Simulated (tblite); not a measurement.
# C$_{3}$H$_{6}$FOSi: frequency calculation

The run: frequency calculation of C$_{3}$H$_{6}$FOSi, multiplicity 2. Method and program: GFN2-xTB harmonic vibrations, gas phase (tblite 0.8.0).

It belongs to a series of runs on one base structure; here: H removed from Si.

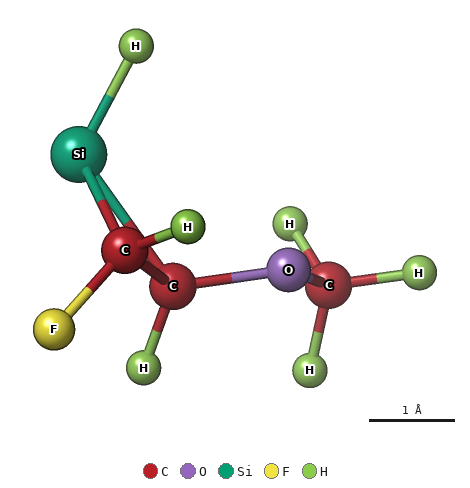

**Figure 1.** The input geometry (ball-and-stick view, seen at a tilt). Bond lengths as drawn: C–C 1.53 Å, C–F 1.38 Å, C–H 1.09 to 1.10 Å, C–O 1.39 to 1.40 Å, C–Si 1.91 to 1.92 Å and H–Si 1.46 Å.

Summary:

```csv
quantity,value
outcome,converged
total energy,−540.9067 eV
zero-point energy,51.8150 kcal/mol
hardware,"1 CPU thread, shared host"
peak memory,0.18 GiB
```

The input:
```
{"job": {"kind": "ir", "xc": "GFN2-xTB", "basis": "xTB"}, "charge": 0, "multiplicity": 2}
C      1.802897     0.651688     0.114092
O      0.667447     0.152013     0.772822
C     -0.216384    -0.510335    -0.070241
Si    -1.692157     0.509881    -0.761479
C     -1.562749    -0.845809     0.575649
F     -1.964186    -2.142673     0.351497
H      2.426968     1.117787     0.873861
H      2.361718    -0.152790    -0.378155
H      1.518727     1.396851    -0.640029
H      0.238711    -1.313805    -0.648868
H     -1.963454     1.781707    -0.093871
H     -1.616340    -0.645201     1.643415
```

The first line tells a small driver script what to run in tblite; the rest is the geometry in Å.

Command:
```bash
OMP_NUM_THREADS=1 python <driver script> task.json out
```

The program's output:
```
mode    cm-1     km/mol
  1      76.5      1.32
  2     142.2      9.39
  3     195.1      0.76
  4     220.3      9.92
  5     257.5      7.70
  6     350.1     29.96
  7     409.9     67.69
  8     440.8      5.38
  9     518.2     31.21
 10     643.8     47.19
 11     656.9     27.02
 12     903.3    118.25
 13     951.0     28.17
 14    1015.2     39.28
 15    1053.3      3.72
 16    1079.6    116.83
 17    1126.5     49.31
 18    1129.4     12.37
 19    1172.4     49.63
 20    1234.9     22.60
 21    1304.0     35.74
 22    1403.5      0.16
 23    1463.7      6.74
 24    1483.1      4.64
 25    2240.8    276.34
 26    2896.3     40.92
 27    2925.5     37.80
 28    2940.5     34.98
 29    2980.4     35.65
 30    3030.2     13.53
```

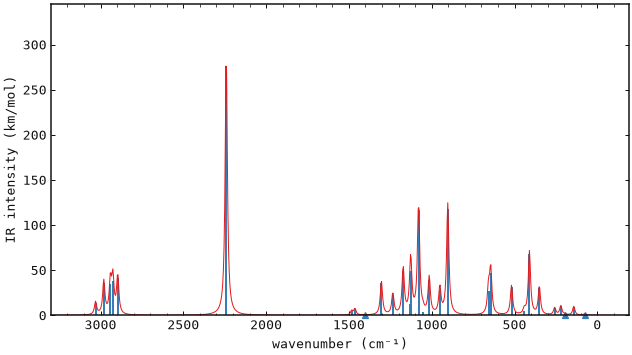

**Figure 2.** Harmonic infrared spectrum, unscaled: sticks (degenerate modes added up, dark ones marked on the axis) with a Lorentzian envelope of 16 cm⁻¹ full width, scaled to the tallest stick. 30 modes from 76 to 3030 cm⁻¹, none imaginary. The strongest line is at 2241 cm⁻¹ (276 km/mol).
